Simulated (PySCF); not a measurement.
# C2H7NSi: NMR shifts at several levels of theory, part 2 of 2

PySCF 2.14.0. Atoms count from 0.

### Step 9. Shielding tensors: KT3/pcSseg-2

Job settings and geometry (Å):

```
{"job": {"kind": "nmr", "xc": "KT3", "basis": "pcSseg-2", "pop": false}, "charge": 0, "multiplicity": 1}
C      2.190306     0.242155     0.309636
N      1.145681     0.527023    -0.336349
Si    -0.258594    -0.519923    -0.506808
C     -1.754797     0.383571     0.158143
H      3.026834     0.964314     0.375237
H      2.357882    -0.717564     0.848203
H     -0.418099    -0.799350    -1.964990
H     -0.060095    -1.824960     0.216296
H     -1.649772     0.572382     1.237443
H     -2.670652    -0.206189    -0.001402
H     -1.870782     1.352117    -0.351193
```

Method: GIAO KT3/pcSseg-2 NMR shielding, non-relativistic, gas phase.

The program printed:

```text
coarse grid: 9200 points
cycle   1  E = -429.0435874713  dE =  9.342e-02  |g| = 5.862e-01  |ddm| = 2.196e+00
cycle   2  E = -428.7307955225  dE =  3.128e-01  |g| = 1.225e+00  |ddm| = 2.026e+00
cycle   3  E = -429.1143811789  dE = -3.836e-01  |g| = 2.667e-01  |ddm| = 1.701e+00
cycle   4  E = -429.1314447271  dE = -1.706e-02  |g| = 5.214e-02  |ddm| = 1.789e-01
cycle   5  E = -429.1321180917  dE = -6.734e-04  |g| = 1.128e-02  |ddm| = 4.873e-02
cycle   6  E = -429.1321563555  dE = -3.826e-05  |g| = 3.109e-03  |ddm| = 1.461e-02
cycle   7  E = -429.1321585594  dE = -2.204e-06  |g| = 8.860e-04  |ddm| = 3.239e-03
final grid: 82944 points
cycle   8  E = -429.1497404572  dE = -2.408e-04  |g| = 1.078e-02  |ddm| = 7.308e-02
cycle   9  E = -429.1497404944  dE = -3.716e-08  |g| = 6.788e-03  |ddm| = 6.403e-03
cycle  10  E = -429.1497407292  dE = -2.348e-07  |g| = 4.869e-03  |ddm| = 6.764e-03
cycle  11  E = -429.1497460558  dE = -5.327e-06  |g| = 7.277e-04  |ddm| = 3.536e-03
cycle  12  E = -429.1497461904  dE = -1.346e-07  |g| = 1.904e-04  |ddm| = 7.289e-04
cycle  13  E = -429.1497461996  dE = -9.137e-09  |g| = 5.904e-05  |ddm| = 1.907e-04
cycle  14  E = -429.1497462006  dE = -1.078e-09  |g| = 6.175e-06  |ddm| = 7.025e-05
cycle  15  E = -429.1497462006  dE = -7.390e-12  |g| = 1.446e-06  |ddm| = 6.695e-06
converged SCF energy = -429.1497462006

GIAO shielding tensors (ppm)
atom      isotropic    diamagn.    paramagn.     s11        s22        s33       span
  0 C       16.987     250.773    -233.786    -72.706      9.787    113.880    186.587
  1 N     -132.137     326.507    -458.644   -482.372   -176.409    262.370    744.742
  2 Si     376.779     881.003    -504.224    327.216    376.190    426.932     99.717
  3 C      184.646     244.688     -60.042    177.845    184.722    191.371     13.526
  4 H       22.894      28.027      -5.132     21.823     22.976     23.884      2.061
  5 H       22.648      30.482      -7.834     20.765     22.121     25.056      4.291
  6 H       26.421      29.633      -3.212     24.279     24.778     30.206      5.927
  7 H       26.693      30.533      -3.839     24.302     25.235     30.542      6.240
  8 H       31.147      30.743       0.404     27.566     28.638     37.238      9.672
  9 H       31.167      28.987       2.181     27.817     27.968     37.717      9.900
 10 H       30.621      29.822       0.799     27.076     27.974     36.814      9.738
```

Wall time 52 s (1 thread of Arm Neoverse N1, shared host); peak memory 0.75 GiB.

This run: δ C0 164.3, C3 -3.3, N1 390.8, Si2 -18.5, H5 8.71, H4 8.46 ppm.

### Step 10. Shielding tensors: B97-D/pcSseg-2

The job, as its differences from that of step 9:

```diff
@@ -1,2 +1,2 @@
-{"job": {"kind": "nmr", "xc": "KT3", "basis": "pcSseg-2", "pop": false}, "charge": 0, "multiplicity": 1}
+{"job": {"kind": "nmr", "xc": "B97-D", "basis": "pcSseg-2", "pop": false}, "charge": 0, "multiplicity": 1}
 C      2.190306     0.242155     0.309636
```

Method: GIAO B97-D/pcSseg-2 NMR shielding, non-relativistic, gas phase.

The program printed:

```text
coarse grid: 9200 points
cycle   1  E = -424.5393874040  dE =  8.207e-02  |g| = 6.010e-01  |ddm| = 2.272e+00
cycle   2  E = -424.2267670930  dE =  3.126e-01  |g| = 1.246e+00  |ddm| = 1.862e+00
cycle   3  E = -424.6085609536  dE = -3.818e-01  |g| = 2.892e-01  |ddm| = 1.563e+00
cycle   4  E = -424.6282506224  dE = -1.969e-02  |g| = 5.063e-02  |ddm| = 1.814e-01
cycle   5  E = -424.6288967415  dE = -6.461e-04  |g| = 1.281e-02  |ddm| = 4.853e-02
cycle   6  E = -424.6289454398  dE = -4.870e-05  |g| = 3.425e-03  |ddm| = 1.487e-02
cycle   7  E = -424.6289481025  dE = -2.663e-06  |g| = 1.107e-03  |ddm| = 3.819e-03
final grid: 82944 points
cycle   8  E = -424.6312151702  dE = -9.227e-05  |g| = 7.079e-03  |ddm| = 3.975e-02
cycle   9  E = -424.6311925909  dE =  2.258e-05  |g| = 1.135e-02  |ddm| = 1.146e-02
cycle  10  E = -424.6312172782  dE = -2.469e-05  |g| = 4.540e-03  |ddm| = 1.022e-02
cycle  11  E = -424.6312216274  dE = -4.349e-06  |g| = 1.085e-03  |ddm| = 2.843e-03
cycle  12  E = -424.6312219279  dE = -3.006e-07  |g| = 7.894e-05  |ddm| = 6.900e-04
cycle  13  E = -424.6312219290  dE = -1.063e-09  |g| = 4.709e-05  |ddm| = 1.036e-04
cycle  14  E = -424.6312219295  dE = -5.641e-10  |g| = 1.074e-05  |ddm| = 4.425e-05
converged SCF energy = -424.6312219295

GIAO shielding tensors (ppm)
atom      isotropic    diamagn.    paramagn.     s11        s22        s33       span
  0 C        7.801     251.095    -243.294    -83.986     -4.027    111.417    195.404
  1 N     -150.521     327.627    -478.148   -521.923   -193.068    263.428    785.351
  2 Si     356.985     879.735    -522.750    305.431    356.608    408.915    103.485
  3 C      182.753     244.971     -62.217    176.071    182.539    189.650     13.579
  4 H       22.777      28.371      -5.593     21.838     22.969     23.525      1.687
  5 H       22.469      30.311      -7.842     20.721     22.154     24.532      3.811
  6 H       26.381      29.647      -3.266     24.306     24.737     30.101      5.795
  7 H       26.660      30.503      -3.843     24.292     25.188     30.500      6.208
  8 H       31.190      30.714       0.475     27.696     28.741     37.132      9.436
  9 H       31.217      29.142       2.075     27.975     28.065     37.611      9.636
 10 H       30.648      29.850       0.799     27.186     28.051     36.708      9.523
```

Wall time 49 s (1 thread of Arm Neoverse N1, shared host); peak memory 0.84 GiB.

In short: δ C0 171.2, C3 -3.7, N1 408.4, Si2 -20.4, H5 8.93, H4 8.62 ppm.

### Step 11. Shielding tensors: B3LYP/pcSseg-2

The job, as its differences from that of step 10:

```diff
@@ -1,2 +1,2 @@
-{"job": {"kind": "nmr", "xc": "B97-D", "basis": "pcSseg-2", "pop": false}, "charge": 0, "multiplicity": 1}
+{"job": {"kind": "nmr", "xc": "B3LYP", "basis": "pcSseg-2", "pop": false}, "charge": 0, "multiplicity": 1}
 C      2.190306     0.242155     0.309636
```

With the program's defaults for keys left out, this is: GIAO B3LYP/pcSseg-2 NMR shielding, non-relativistic, gas phase.

The program printed:

```text
coarse grid: 9200 points
cycle   1  E = -424.6906136559  dE =  1.011e-01  |g| = 5.339e-01  |ddm| = 2.230e+00
cycle   2  E = -424.5546491330  dE =  1.360e-01  |g| = 9.210e-01  |ddm| = 1.156e+00
cycle   3  E = -424.7514460678  dE = -1.968e-01  |g| = 1.626e-01  |ddm| = 8.549e-01
cycle   4  E = -424.7571227477  dE = -5.677e-03  |g| = 3.640e-02  |ddm| = 1.018e-01
cycle   5  E = -424.7574400425  dE = -3.173e-04  |g| = 6.832e-03  |ddm| = 2.699e-02
cycle   6  E = -424.7574500622  dE = -1.002e-05  |g| = 2.009e-03  |ddm| = 6.283e-03
cycle   7  E = -424.7574510371  dE = -9.749e-07  |g| = 4.903e-04  |ddm| = 2.000e-03
final grid: 82944 points
cycle   8  E = -424.7676848587  dE = -4.106e-05  |g| = 4.653e-03  |ddm| = 2.080e-02
cycle   9  E = -424.7676814584  dE =  3.400e-06  |g| = 5.893e-03  |ddm| = 7.451e-03
cycle  10  E = -424.7676897219  dE = -8.263e-06  |g| = 1.160e-03  |ddm| = 4.701e-03
cycle  11  E = -424.7676899734  dE = -2.515e-07  |g| = 3.846e-04  |ddm| = 7.919e-04
cycle  12  E = -424.7676900053  dE = -3.197e-08  |g| = 7.096e-05  |ddm| = 2.426e-04
cycle  13  E = -424.7676900063  dE = -1.013e-09  |g| = 1.485e-05  |ddm| = 6.509e-05
cycle  14  E = -424.7676900064  dE = -5.116e-11  |g| = 4.280e-06  |ddm| = 1.347e-05
converged SCF energy = -424.7676900064

GIAO shielding tensors (ppm)
atom      isotropic    diamagn.    paramagn.     s11        s22        s33       span
  0 C        2.346     248.755    -246.410    -98.166     -8.145    113.348    211.514
  1 N     -175.564     327.154    -502.718   -576.693   -217.316    267.318    844.011
  2 Si     345.130     878.032    -532.902    292.896    344.680    397.815    104.918
  3 C      182.973     243.406     -60.434    175.837    182.822    190.259     14.422
  4 H       22.819      28.560      -5.741     21.841     22.891     23.725      1.883
  5 H       22.601      30.285      -7.685     20.711     22.275     24.816      4.105
  6 H       26.411      29.347      -2.936     24.289     24.723     30.220      5.931
  7 H       26.714      30.131      -3.417     24.338     25.196     30.608      6.270
  8 H       31.189      30.722       0.467     27.642     28.661     37.263      9.621
  9 H       31.223      29.419       1.804     27.931     27.980     37.757      9.826
 10 H       30.627      29.948       0.678     27.107     27.956     36.817      9.710
```

It took 41 s on 1 thread of Arm Neoverse N1, shared host; peak memory 0.94 GiB.

This run: δ C0 176.8, C3 -3.8, N1 434.1, Si2 -20.5, H5 8.79, H4 8.57 ppm.

### Step 12. Side by side: NMR shifts

Shifts (ppm) of some atoms, chosen among heavy atoms and hydrogens apart, means over like atoms, with basis size and wall time:

| run | C0 | C3 | H4 | H5 | H6 | N1 | Si2 | functions | time |
| --- | --- | --- | --- | --- | --- | --- | --- | --- | --- |
| HF/pcSseg-2 | 172.7 | -2.3 | 8.26 | 8.21 | 4.49 | 423.7 | -19.5 | 249 | 24 s |
| LDA/pcSseg-2 | 187.4 | -5.4 | 8.91 | 9.23 | 5.29 | 456.6 | -15.6 | 249 | 39 s |
| PBE/pcSseg-2 | 177.9 | -4.3 | 8.76 | 9.05 | 5.06 | 429.5 | -17.9 | 249 | 49 s |
| BLYP/pcSseg-2 | 175.2 | -4.0 | 8.65 | 8.98 | 4.94 | 431.8 | -21.9 | 249 | 49 s |
| BP86/pcSseg-2 | 177.1 | -4.3 | 8.72 | 9.02 | 5.05 | 424.5 | -18.7 | 249 | 47 s |
| OPBE/pcSseg-2 | 173.4 | -3.7 | 8.82 | 9.01 | 4.99 | 405.0 | -15.0 | 249 | 49 s |
| KT2/pcSseg-2 | 166.8 | -3.9 | 8.44 | 8.73 | 5.00 | 397.4 | -17.6 | 249 | 52 s |
| KT3/pcSseg-2 | 164.3 | -3.3 | 8.46 | 8.71 | 4.80 | 390.8 | -18.5 | 249 | 52 s |
| B97-D/pcSseg-2 | 171.2 | -3.7 | 8.62 | 8.93 | 4.88 | 408.4 | -20.4 | 249 | 49 s |
| B3LYP/pcSseg-2 | 176.8 | -3.8 | 8.57 | 8.79 | 4.83 | 434.1 | -20.5 | 249 | 41 s |

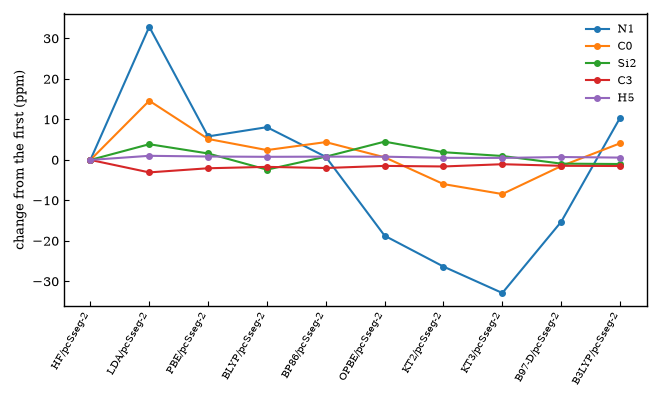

How five of the tabulated atoms move from run to run.

### Step 13. Outcome

The summary covers parts 1 to 2.

```
                                                            quantity                       value
                                13C shifts against TMS (HF/pcSseg-2)             172.7, -2.3 ppm
1H shifts against TMS (HF/pcSseg-2, means over atoms taken as alike)  8.26, 8.21, 4.49, 0.36 ppm
                                15N shifts against NH3 (HF/pcSseg-2)                   423.7 ppm
                               29Si shifts against TMS (HF/pcSseg-2)                   -19.5 ppm
                                            range of the shift of N1          390.8 to 456.6 ppm
```

What this shows: Single values in the summary come from the first run of each kind that ended normally (HF/pcSseg-2), which need not be the best level. At HF/pcSseg-2: The widest tensor belongs to N1: span 863 ppm, with a paramagnetic part of -492 ppm. Across the 10 runs the shift of N1 moves most, between 390.8 (KT3/pcSseg-2) and 456.6 ppm (LDA/pcSseg-2).
